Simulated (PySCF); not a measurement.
**C5H9OPSi: density, localisation and related maps**

Input file:

```
{"job": {"xc": "PBE0", "basis": "pcSseg-1", "kind": "nmr", "pop": true}, "charge": 0, "multiplicity": 1}
C     -2.110343    -0.691329     2.189574
C     -1.838340    -0.379713     1.060485
Si    -1.428241     0.053070    -0.699783
P     -2.851613    -0.973055    -2.084166
O     -0.024348    -0.589602    -1.207762
C      1.240834    -0.468236    -0.753242
C      1.614536     0.178239     0.337413
C      3.028608     0.278363     0.800863
H     -2.347044    -0.958083     3.179880
H     -1.391180     1.523211    -0.755019
H     -3.971778    -0.515797    -1.414187
H     -2.902486     0.067529    -2.995930
H      1.948974    -0.978947    -1.395058
H      0.865650     0.662884     0.947493
H      3.332721     1.322859     0.860481
H      3.129564    -0.152023     1.796505
H      3.697488    -0.244399     0.122544
```

Command:

```sh
OMP_NUM_THREADS=1 python ens_run.py task.json out
```

Geometry: GFN2-xTB.

Computed with PBE0/pcSseg-1, SCF density, gas phase, non-relativistic in PySCF 2.14.0.

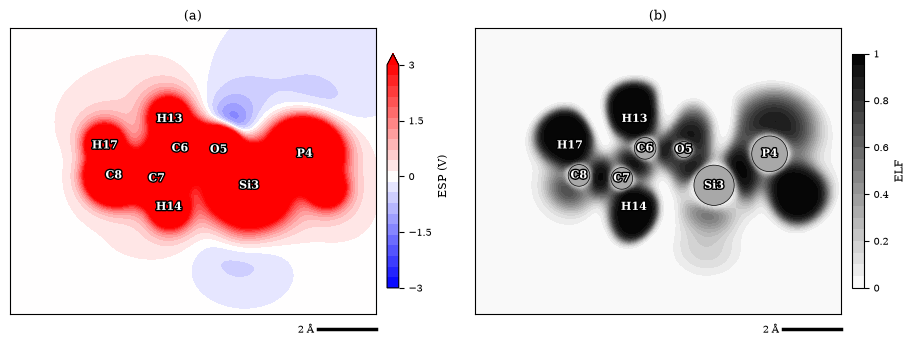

Figure 1. (a) electrostatic potential; (b) ELF on the plane of atoms O5, C6 and H13. Grey discs cover the atomic cores in the ELF map.

What does the map show?

- Atoms in the plane: Si, P, O, C and H.
- C–O (1.35 Å): the ELF peaks at about 0.90 between the atoms; a shared but strongly polarised pair.
- Si–O (1.63 Å): the ELF peaks at about 0.85 between the atoms (a short, strongly polar bond).
- Si–P (2.24 Å): the ELF peaks at about 0.95 between the atoms; a covalent bond.
- C–H (1.08 Å): the ELF climbs to about 1 towards the hydrogen, as it does in any bond to H; an ordinary covalent bond to hydrogen.
- C–C (1.32 Å): the ELF peaks at about 0.90 between the atoms (a short, multiple covalent bond).
- The ELF also peaks beside O5 and P4, away from the bonds: lone-pair regions.
- Outside the dense part of the molecule the potential is most negative (−1.4 V) near O5.

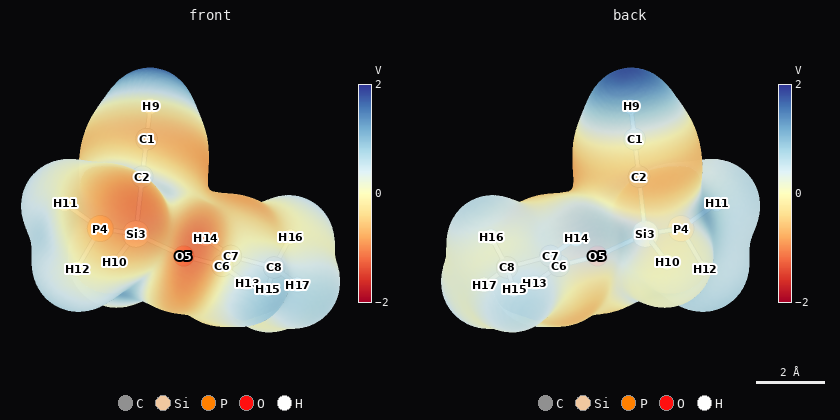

Figure 2. The electrostatic potential painted on the density surface at 0.002 e/bohr³, seen from the front and from behind; red is negative and blue positive.

Where is the surface potential most negative and most positive?

The most negative region (about −1.1 V, or −25 kcal/mol for a unit charge) lies over P4 and O5, the most positive (about +1.7 V, or +39 kcal/mol for a unit charge) over H9.
